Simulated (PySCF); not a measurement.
## Energy and gradient calculation, with input and output: CH₇BO₂Si (part 1 of 2)

System: CH₇BO₂Si.
Method: BP86/def2-TZVP, RKS (PySCF 2.14.0).

The geometry comes from this level: PBE0-D4/def2-TZVP. Figures and captions count atoms from 1; the log counts them from 0 in places.

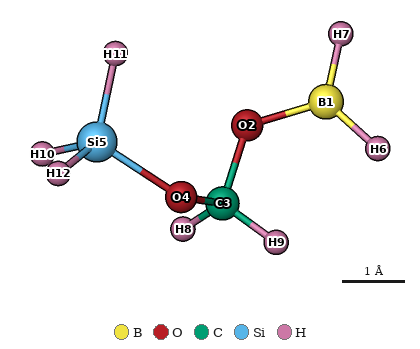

Fig. 1: The structure (ball-and-stick view, seen at a tilt; atoms are numbered from 1 in the order of the input).

### Key numbers

- outcome: converged
- total energy: −507.273620 hartree
- basis functions: 203
- largest force: 0.613 eV/Å
- HOMO: −7.31 eV
- LUMO: −1.64 eV
- dipole moment: 1.04 D
- hardware: 1 thread of AMD EPYC (Zen 5), 16 GiB of memory available, shared host
- wall time: 1.9 min
- peak memory: 1.7 GiB

### Input file (input.py)
```python
import pyscf.grad
from pyscf import gto, dft

molecule = gto.M(
    atom='''
B       -0.993800       1.105800       1.714600
O       -0.900300       0.494100       0.520100
C        0.062800       0.880200      -0.438100
O        1.057000      -0.073900      -0.536100
Si       0.769800      -1.656100      -0.936800
H       -0.274600       2.033900       1.969300
H       -1.816500       0.687900       2.473800
H       -0.470100       0.992000      -1.389600
H        0.525500       1.826600      -0.143300
H       -0.224800      -1.713800      -2.042400
H        0.265300      -2.436800       0.219100
H        2.076700      -2.195300      -1.376500
''',
    max_memory=1860,
    verbose=4,
    spin=0,
    basis='def2-tzvp',
)

myscf = dft.RKS(molecule)
myscf.xc = 'bp86'
myscf.conv_tol = 1e-10
myscf.grids.level = 5
myscf.kernel()
if not myscf.converged:
    myscf = myscf.newton().run(myscf.mo_coeff, myscf.mo_occ)

etot = myscf.e_tot
print('Final energy', etot)
grad = myscf.Gradients().kernel()
myscf.analyze()
```

Command:
```bash
OMP_NUM_THREADS=1 python input.py
```

### Log
```
PySCF version 2.14.0

[INPUT] num. atoms = 12
[INPUT] num. electrons = 48
[INPUT] charge = 0
[INPUT] spin (= nelec alpha-beta = 2S) = 0
[INPUT] symmetry False subgroup None
[INPUT] Mole.unit = angstrom
[INPUT] Symbol           X                Y                Z      unit          X                Y                Z       unit  Magmom
[INPUT]  1 B     -0.993800000000   1.105800000000   1.714600000000 AA   -1.878009822593   2.089659148544   3.240124413179 Bohr   0.0
[INPUT]  2 O     -0.900300000000   0.494100000000   0.520100000000 AA   -1.701320429946   0.933713678148   0.982846557386 Bohr   0.0
[INPUT]  3 C      0.062800000000   0.880200000000  -0.438100000000 AA    0.118674800623   1.663336934842  -0.827889015172 Bohr   0.0
[INPUT]  4 O      1.057000000000  -0.073900000000  -0.536100000000 AA    1.997440513665  -0.139650760605  -1.013082175379 Bohr   0.0
[INPUT]  5 Si     0.769800000000  -1.656100000000  -0.936800000000 AA    1.454711170690  -3.129575434892  -1.770295433493 Bohr   0.0
[INPUT]  6 H     -0.274600000000   2.033900000000   1.969300000000 AA   -0.518918793806   3.843513964753   3.721437657106 Bohr   0.0
[INPUT]  7 H     -1.816500000000   0.687900000000   2.473800000000 AA   -3.432687505272   1.299942601088   4.674804486949 Bohr   0.0
[INPUT]  8 H     -0.470100000000   0.992000000000  -1.389600000000 AA   -0.888360251158   1.874608315569  -2.625963422696 Bohr   0.0
[INPUT]  9 H      0.525500000000   1.826600000000  -0.143300000000 AA    0.993051078459   3.451773739131  -0.270797753650 Bohr   0.0
[INPUT] 10 H     -0.224800000000  -1.713800000000  -2.042400000000 AA   -0.424810432802  -3.238612632280  -3.859576636812 Bohr   0.0
[INPUT] 11 H      0.265300000000  -2.436800000000   0.219100000000 AA    0.501344340847  -4.604884620340   0.414038993892 Bohr   0.0
[INPUT] 12 H      2.076700000000  -2.195300000000  -1.376500000000 AA    3.924394242884  -4.148515761258  -2.601208010464 Bohr   0.0

nuclear repulsion = 227.741383962612
number of shells = 85
number of NR pGTOs = 303
number of NR cGTOs = 203
basis = def2-tzvp
ecp = {}

******** <class 'pyscf.dft.rks.RKS'> ********
method = RKS
initial guess = minao
damping factor = 0
level_shift factor = 0
DIIS = <class 'pyscf.scf.diis.CDIIS'>
diis_start_cycle = 1
diis_space = 8
diis_damp = 0
SCF conv_tol = 1e-10
SCF conv_tol_grad = None
SCF max_cycles = 50
direct_scf = True
direct_scf_tol = 1e-13
XC library pyscf.dft.libxc version 7.0.0
    S. Lehtola, C. Steigemann, M. J.T. Oliveira, and M. A.L. Marques.,  SoftwareX 7, 1–5 (2018)
XC functionals = bp86
    A. D. Becke.,  Phys. Rev. A 38, 3098 (1988)
    J. P. Perdew.,  Phys. Rev. B 33, 8822 (1986)
radial grids:
    Treutler-Ahlrichs [JCP 102, 346 (1995); DOI:10.1063/1.469408] (M4) radial grids

becke partition: Becke, JCP 88, 2547 (1988); DOI:10.1063/1.454033
pruning grids: <function nwchem_prune>
grids dens level: 5
symmetrized grids: False
atomic radii adjust function: <function treutler_atomic_radii_adjust>
small_rho_cutoff = 0
Set gradient conv threshold to 1e-05
Initial guess from minao.
tot grids = 380424
init E= -507.532829378214
  HOMO = -0.344510905662379  LUMO = -0.116765270133982  gap/eV = 6.19727
cycle= 1 E= -507.114518228012  delta_E= 0.418  |g|= 0.965  |ddm|= 2.51
  HOMO = -0.11893854454872  LUMO = -0.00530870746188456  gap/eV = 3.09203
cycle= 2 E= -506.376355956713  delta_E= 0.738  |g|= 2.16  |ddm|=    2
  HOMO = -0.262899463534475  LUMO = -0.0480768676648041  gap/eV = 5.84562
cycle= 3 E= -507.262747278557  delta_E= -0.886  |g|= 0.203  |ddm|= 1.64
  HOMO = -0.266814732858782  LUMO = -0.0646842699314405  gap/eV = 5.50025
cycle= 4 E= -507.271225650501  delta_E= -0.00848  |g|= 0.103  |ddm|= 0.206
  HOMO = -0.267965482457821  LUMO = -0.0618562234676555  gap/eV = 5.60852
cycle= 5 E= -507.273352686549  delta_E= -0.00213  |g|= 0.0374  |ddm|= 0.0726
  HOMO = -0.269294942686217  LUMO = -0.0596260522159739  gap/eV = 5.70538
cycle= 6 E= -507.273564667777  delta_E= -0.000212  |g|= 0.0173  |ddm|= 0.0275
  HOMO = -0.268573680932161  LUMO = -0.0600003480545169  gap/eV = 5.67557
cycle= 7 E= -507.273618368069  delta_E= -5.37e-05  |g|= 0.00301  |ddm|= 0.00949
  HOMO = -0.268723312614379  LUMO = -0.0602549596746583  gap/eV = 5.67271
cycle= 8 E= -507.273620399628  delta_E= -2.03e-06  |g|= 0.000655  |ddm|= 0.00257
  HOMO = -0.268751337303214  LUMO = -0.0601982284915068  gap/eV = 5.67502
cycle= 9 E= -507.273620488625  delta_E= -8.9e-08  |g|= 0.000111  |ddm|= 0.000625
  HOMO = -0.268757746241934  LUMO = -0.0602077909004311  gap/eV = 5.67493
cycle= 10 E= -507.27362049167  delta_E= -3.04e-09  |g|= 2.77e-05  |ddm|= 0.000139
  HOMO = -0.268759150751063  LUMO = -0.0602085108751902  gap/eV = 5.67495
cycle= 11 E= -507.273620491853  delta_E= -1.83e-10  |g|= 7.02e-06  |ddm|= 3.52e-05
  HOMO = -0.26875830766708  LUMO = -0.0602076657158537  gap/eV = 5.67495
cycle= 12 E= -507.273620491863  delta_E= -1.07e-11  |g|= 1.16e-06  |ddm|= 7.37e-06
  HOMO = -0.268758142910049  LUMO = -0.0602077024128448  gap/eV = 5.67495
```

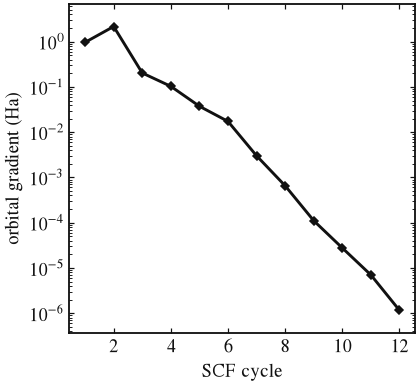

Fig. 2: Convergence of the self-consistent field: orbital gradient against the SCF cycle. The residual comes down, with one marked jump up, by a factor of about 2, at step 2.

```
Extra cycle  E= -507.273620491865  delta_E= -1.36e-12  |g|= 2.32e-06  |ddm|= 2.1e-06
converged SCF energy = -507.273620491865
Final energy -507.2736204918646

******** <class 'pyscf.grad.rks.Gradients'> for <class 'pyscf.dft.rks.RKS'> ********
unit = Eh/Bohr
grid_response = False
--------------- RKS gradients ---------------
         x                y                z
0 B     0.0011544149    -0.0038058022    -0.0075861566
1 O     0.0091943358     0.0075602482    -0.0007706258
2 C    -0.0013033828    -0.0066200903     0.0054429146
3 O    -0.0113646107    -0.0006765516    -0.0011567076
4 Si     0.0010931971     0.0076303795     0.0020463293
5 H    -0.0017552819    -0.0023540499    -0.0006694880
6 H     0.0020852184     0.0011981447    -0.0018370462
7 H     0.0031319506    -0.0008886843     0.0050451722
8 H    -0.0025230150    -0.0052592308    -0.0014360277
9 H     0.0019227333     0.0004433325     0.0022721516
10 H     0.0008620982     0.0018358344    -0.0021055584
11 H    -0.0025051025     0.0009326584     0.0007562788
----------------------------------------------
**** SCF Summaries ****
Total Energy =                        -507.273620491864619
Nuclear Repulsion Energy =             227.741383962611565
One-electron Energy =                -1149.607444929742769
Two-electron Energy =                  414.592440475266642
Two-electron Coulomb Energy =          464.891941017078977
DFT Exchange-Correlation Energy =      -50.299500541812314
HOMO-LUMO gap [eV] =                     5.674946541010454
**** MO energy ****
MO #1   energy= -65.4671928710736  occ= 2
MO #2   energy= -18.8120091210349  occ= 2
MO #3   energy= -18.7907662853027  occ= 2
MO #4   energy= -10.0129991766171  occ= 2
MO #5   energy= -6.53869053964901  occ= 2
MO #6   energy= -5.07396006179007  occ= 2
MO #7   energy= -3.48549517878214  occ= 2
MO #8   energy= -3.48303296680982  occ= 2
MO #9   energy= -3.48268515628507  occ= 2
MO #10  energy= -1.00283789712073  occ= 2
MO #11  energy= -0.935677010449425 occ= 2
MO #12  energy= -0.643151081768217 occ= 2
MO #13  energy= -0.540661708626871 occ= 2
MO #14  energy= -0.493542701533728 occ= 2
MO #15  energy= -0.464072041158686 occ= 2
MO #16  energy= -0.437601958022213 occ= 2
MO #17  energy= -0.401921066148728 occ= 2
MO #18  energy= -0.358154941576209 occ= 2
MO #19  energy= -0.344934627646575 occ= 2
MO #20  energy= -0.328852900359105 occ= 2
MO #21  energy= -0.316828033953162 occ= 2
MO #22  energy= -0.293175055285534 occ= 2
MO #23  energy= -0.272582143777199 occ= 2
MO #24  energy= -0.268758142910049 occ= 2
MO #25  energy= -0.0602077024128448 occ= 0
MO #26  energy= -0.0222874919495819 occ= 0
MO #27  energy= 0.0208100119120226 occ= 0
MO #28  energy= 0.0286979952500356 occ= 0
MO #29  energy= 0.0334305684571807 occ= 0
MO #30  energy= 0.049937965346333  occ= 0
MO #31  energy= 0.0695227580338993 occ= 0
MO #32  energy= 0.073551273717736  occ= 0
MO #33  energy= 0.0770019552417139 occ= 0
MO #34  energy= 0.0974885293339617 occ= 0
MO #35  energy= 0.10409048139645   occ= 0
MO #36  energy= 0.117495345069781  occ= 0
MO #37  energy= 0.139082692089684  occ= 0
MO #38  energy= 0.147427226058946  occ= 0
MO #39  energy= 0.153679292867538  occ= 0
MO #40  energy= 0.167404122384379  occ= 0
MO #41  energy= 0.182224147229798  occ= 0
MO #42  energy= 0.196316236674321  occ= 0
MO #43  energy= 0.214196252240625  occ= 0
MO #44  energy= 0.229328620686101  occ= 0
MO #45  energy= 0.241438968083625  occ= 0
MO #46  energy= 0.264657247637905  occ= 0
MO #47  energy= 0.28271645795734   occ= 0
MO #48  energy= 0.30526685674893   occ= 0
MO #49  energy= 0.309583069342015  occ= 0
MO #50  energy= 0.331685399682088  occ= 0
MO #51  energy= 0.346470018186049  occ= 0
MO #52  energy= 0.365253288991859  occ= 0
MO #53  energy= 0.380645907916915  occ= 0
MO #54  energy= 0.384911173331268  occ= 0
MO #55  energy= 0.411988724706358  occ= 0
MO #56  energy= 0.41963230897654   occ= 0
MO #57  energy= 0.436698192329349  occ= 0
MO #58  energy= 0.443387933930263  occ= 0
MO #59  energy= 0.482615417281836  occ= 0
MO #60  energy= 0.491246253971311  occ= 0
MO #61  energy= 0.499300374306902  occ= 0
MO #62  energy= 0.52541148870198   occ= 0
MO #63  energy= 0.537584088905458  occ= 0
MO #64  energy= 0.551546272545398  occ= 0
MO #65  energy= 0.590458924653407  occ= 0
MO #66  energy= 0.609012652620784  occ= 0
MO #67  energy= 0.657888541342402  occ= 0
MO #68  energy= 0.665049681580683  occ= 0
MO #69  energy= 0.681928193308134  occ= 0
MO #70  energy= 0.703547496366206  occ= 0
MO #71  energy= 0.722551208171745  occ= 0
MO #72  energy= 0.742907278582734  occ= 0
MO #73  energy= 0.766485896593902  occ= 0
MO #74  energy= 0.790540368343312  occ= 0
MO #75  energy= 0.815933935607833  occ= 0
MO #76  energy= 0.825756711778822  occ= 0
MO #77  energy= 0.843870996214538  occ= 0
MO #78  energy= 0.862572169625042  occ= 0
MO #79  energy= 0.88949915809991   occ= 0
MO #80  energy= 0.891429064464922  occ= 0
MO #81  energy= 0.933418506166635  occ= 0
MO #82  energy= 0.951588529193406  occ= 0
MO #83  energy= 0.95950542756889   occ= 0
MO #84  energy= 0.985387982412624  occ= 0
MO #85  energy= 1.00156080769024   occ= 0
MO #86  energy= 1.01855523012561   occ= 0
MO #87  energy= 1.03267068832216   occ= 0
MO #88  energy= 1.04513941393373   occ= 0
MO #89  energy= 1.07778981986327   occ= 0
MO #90  energy= 1.10479730858071   occ= 0
MO #91  energy= 1.18775603748534   occ= 0
MO #92  energy= 1.24018497256952   occ= 0
MO #93  energy= 1.26354607652436   occ= 0
MO #94  energy= 1.29083693400337   occ= 0
MO #95  energy= 1.31002094602328   occ= 0
MO #96  energy= 1.32259775187544   occ= 0
MO #97  energy= 1.39159573021352   occ= 0
MO #98  energy= 1.40373681173694   occ= 0
MO #99  energy= 1.43434521849275   occ= 0
MO #100 energy= 1.43867654851674   occ= 0
MO #101 energy= 1.49392784191013   occ= 0
MO #102 energy= 1.51291384787768   occ= 0
MO #103 energy= 1.54849654878258   occ= 0
MO #104 energy= 1.58060621746325   occ= 0
MO #105 energy= 1.61447495285565   occ= 0
MO #106 energy= 1.63154433953527   occ= 0
MO #107 energy= 1.64935495404634   occ= 0
MO #108 energy= 1.68374593949956   occ= 0
MO #109 energy= 1.70773644955113   occ= 0
MO #110 energy= 1.73797566518191   occ= 0
MO #111 energy= 1.74600775529234   occ= 0
MO #112 energy= 1.77352506624499   occ= 0
MO #113 energy= 1.80669607763048   occ= 0
MO #114 energy= 1.81459496235414   occ= 0
MO #115 energy= 1.8375535470712    occ= 0
MO #116 energy= 1.84094605764363   occ= 0
MO #117 energy= 1.8642132389542    occ= 0
MO #118 energy= 1.88082745006165   occ= 0
MO #119 energy= 1.90208866361307   occ= 0
MO #120 energy= 1.90778549740423   occ= 0
MO #121 energy= 1.94913531505953   occ= 0
MO #122 energy= 1.97268995072286   occ= 0
MO #123 energy= 1.9770065448433    occ= 0
MO #124 energy= 2.02527634442755   occ= 0
MO #125 energy= 2.05075746241242   occ= 0
MO #126 energy= 2.11324724161141   occ= 0
MO #127 energy= 2.13274481936931   occ= 0
MO #128 energy= 2.16119577514511   occ= 0
MO #129 energy= 2.17798109761821   occ= 0
```
